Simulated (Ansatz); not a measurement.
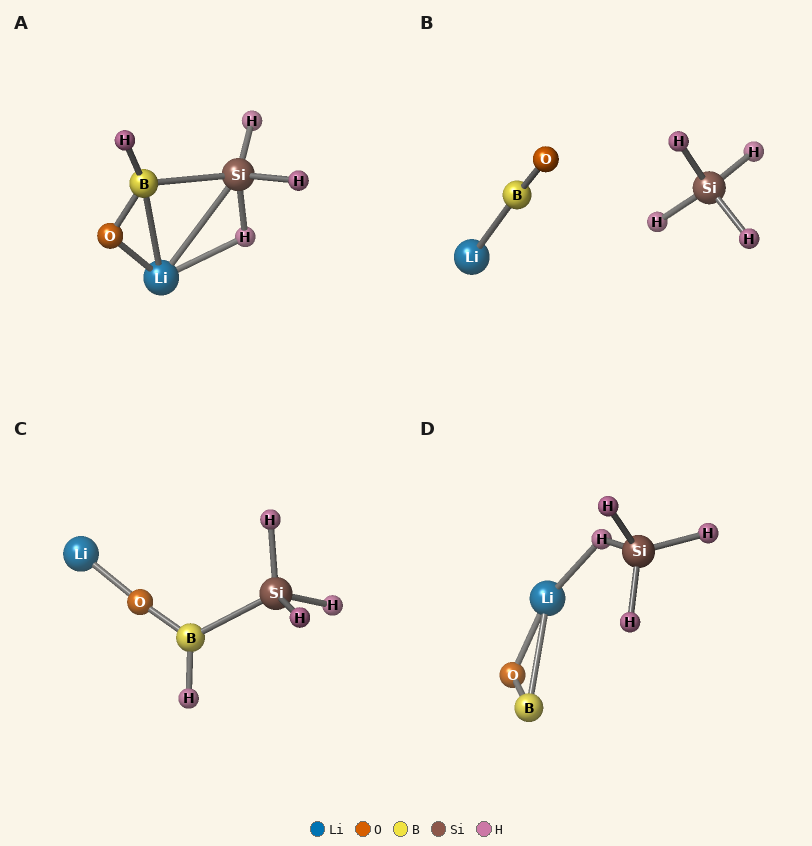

4 stationary structures of one formula. Geometries: PBE-D4/def2-SVP. Electronic energies: PBE-D4/def2-SVP (Ansatz 0.2.0), without zero-point energy. No frequency run is at hand to confirm each as a minimum. Each is one conformer, not always the lowest.

### Which is lowest in energy, and by how much?

A is lowest (Cs); C lies 0.118 eV above it, D lies 1.533 eV above it, B lies 1.685 eV above it (C1).
